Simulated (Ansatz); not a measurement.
```xyz
4

Al    0.2120   -0.0003    0.1224
H     0.7728    0.0001    1.5629
H     1.7399    0.0001   -0.1120
H    -1.1555    0.0002   -0.6672
```

Not at a stationary point (largest force 2.0 eV/Å).

These are results of Ansatz, RKS r2SCAN/def2-SVP, not measurements.

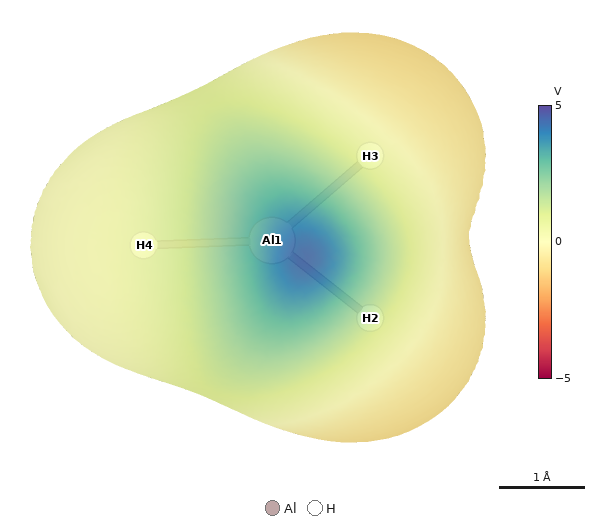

AlH₃. The molecular electrostatic potential painted on the density surface at 0.002 e/bohr³, seen at a tilt; red is negative and blue positive.

> Which sites attract a positive test charge, and which a negative one?

A positive charge is drawn to the negative regions and a negative charge to the positive ones. The most negative region (about −0.9 V, or −21 kcal/mol for a unit charge) lies over H2 and H3, the most positive (about +4.4 V, or +101 kcal/mol for a unit charge) over Al1.
